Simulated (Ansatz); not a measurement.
**BClH6OSi2: density, localisation and related maps**

The calculation's input:

```
crystal:
  periodic: [false, false, false]
  atoms:
    - {symbol: B, position_ang: [-2.401461, 1.100944, 1.096266]}
    - {symbol: Cl, position_ang: [1.289540, 0.206296, -0.351688]}
    - {symbol: O, position_ang: [-1.249777, 1.595383, 0.592588]}
    - {symbol: Si, position_ang: [-0.414145, 1.292847, -0.838091]}
    - {symbol: Si, position_ang: [-1.660453, -0.004018, -2.349726]}
    - {symbol: H, position_ang: [-3.055332, 0.306585, 0.451195]}
    - {symbol: H, position_ang: [-2.757202, 1.474867, 2.187176]}
    - {symbol: H, position_ang: [0.020405, 2.615036, -1.350543]}
    - {symbol: H, position_ang: [-1.901928, -1.352217, -1.765572]}
    - {symbol: H, position_ang: [-2.959978, 0.653761, -2.670433]}
    - {symbol: H, position_ang: [-0.854029, -0.138310, -3.597459]}
basis:
  gaussian:
    orbitals: def2-SVPD
hamiltonian:
  xc: pbe0
output: {forces: true, orbitals: {seedname: orbitals}}
```

Launched as:

```sh
ansatz run input.yaml --threads 2 --pin off --max-ram 4350MiB --events-out events.jsonl --progress --plain --runs-dir runs
```

Geometry: B3LYP-D3(BJ)/def2-SVP.

Theory: isolated molecule in a Gaussian basis; Kohn-Sham density functional theory, functional PBE0 in Ansatz 0.2.0.

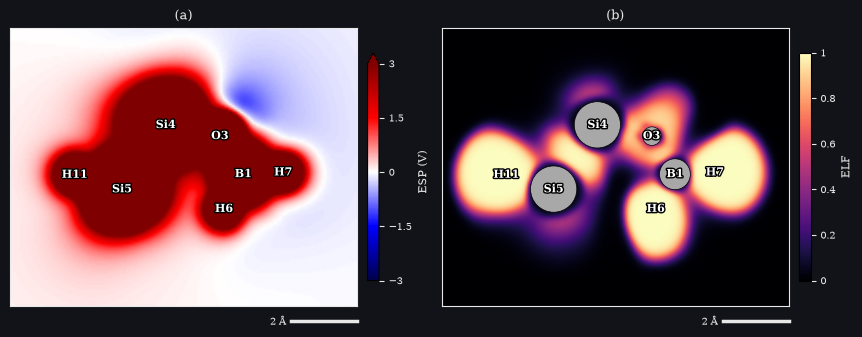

Figure 1. (a) electrostatic potential; (b) electron localisation function on the plane of atoms Si4, Si5 and H11. Grey discs cover the atomic cores in the ELF map.

Interpret the plot.

The plane passes through B, O, Si and H nuclei.
B–O (1.35 Å): the ELF peaks at about 0.90 between the atoms, as expected for a short, strongly polar bond.
Si–O (1.68 Å): the ELF peaks at about 0.90 between the atoms: a polar covalent bond.
Si–Si (2.35 Å): the ELF peaks at about 1 between the atoms; a covalent bond.
B–H (1.21 Å): the ELF climbs to about 1 towards the hydrogen, as it does in any bond to H: a covalent bond by its length.
Si–H (1.49 Å): the ELF climbs to about 1 towards the hydrogen.
The ELF also peaks beside O3, away from the bonds: lone-pair regions.
Outside the dense part of the molecule the potential is most negative (−1.1 V) near O3.

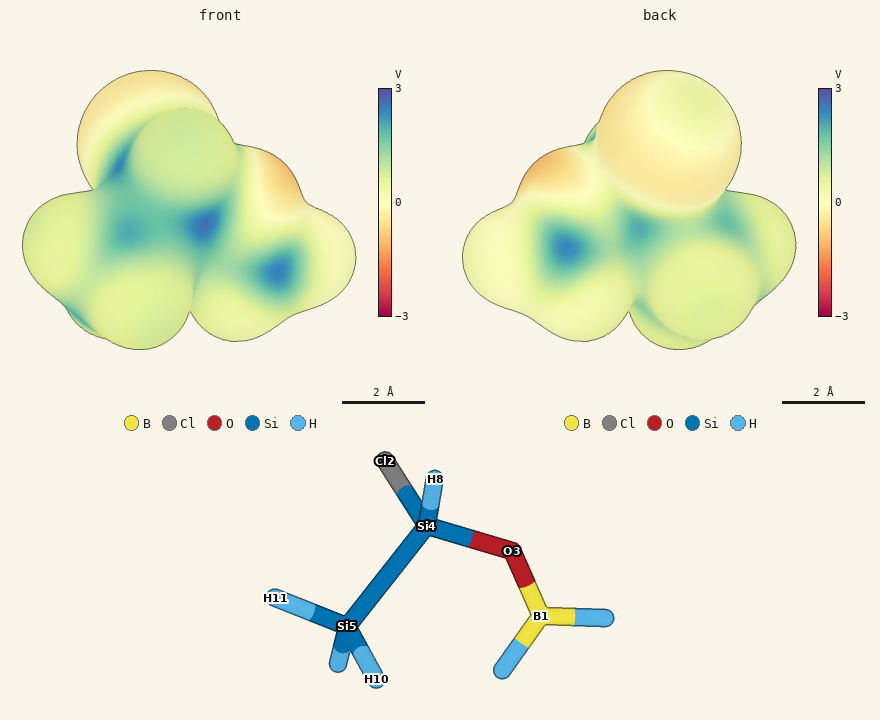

Figure 2. The electrostatic potential painted on the density surface at 0.004 e/bohr³, seen from the front and from behind; red is negative and blue positive. The bare structure is drawn below in the same view.

Where is the surface potential most negative and most positive?

The most negative region (about −1.0 V) lies over O3, the most positive (about +2.4 V) over B1 and Si4. Cl2 shows a σ-hole: about +0.4 V at the tip opposite its bond, against about −0.3 V on its flanks.

How polar is the molecule by this calculation?

Its dipole moment is 1.68 D.

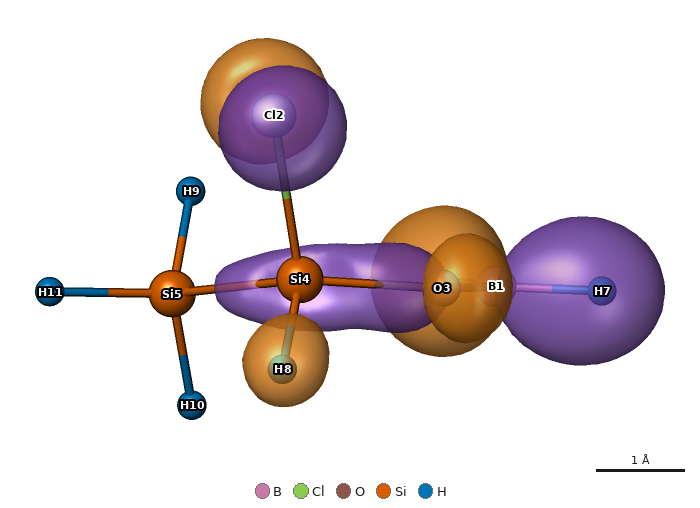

Figure 3. The HOMO−1 at ±0.15 Å⁻³ᐟ² (orange and purple are the two phases), seen from one side.

Where does this orbital lie, and at what energy?

Its weight (Hirshfeld) is mainly on Cl2 (about 20 %), B1 (about 20 %), H6 (about 15 %), H7 (about 15 %), O3 (about 10 %) and Si4 (about 10 %). Its energy is −8.90 eV.
